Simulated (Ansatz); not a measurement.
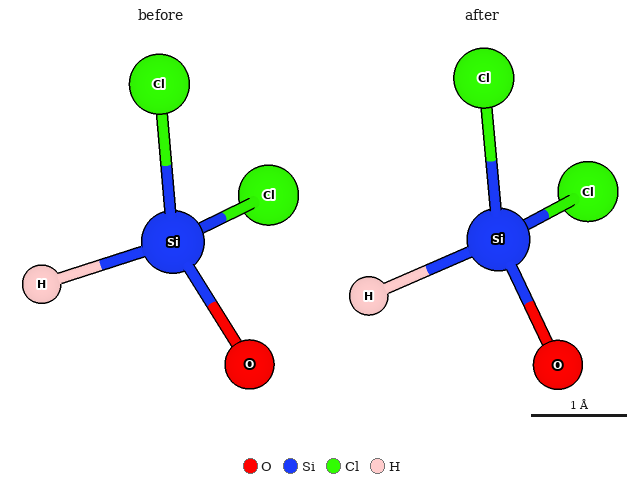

The structure of SiHOCl₂ (multiplicity 2) (coarse preliminary run) before (left) and after (right) a relaxation, at one scale.

A ball-and-stick model, seen from a free direction.

The start comes from a force field.

The calculation used Ansatz, UKS PBE-D4/def2-SVP. Set-up: force threshold 0.03 eV/Å; at most 200 steps.

Describe what moved and what it gained.

Answer. Over 5 geometry steps the energy falls by 2.78 kcal/mol. The largest force component goes from 1.4 to 0.028 eV/Å. The largest moves after the best rigid fit, 0.14 Å, are those of O and H atoms. Largest moves by element: O 0.14 Å, H 0.14 Å, Cl 0.08 Å, Si 0.06 Å. Some distances before and after: O–Si 1.742 → 1.657 Å, Cl–Si 2.106 → 2.060 Å, H–Si 1.482 → 1.513 Å, Cl–Si 2.043 → 2.060 Å. Among the angles between lasting bonds that change: O–Si–H 107.9° → 96.5°, O–Si–Cl 111.3° → 115.2°, Cl–Si–H 107.3° → 111.0°.
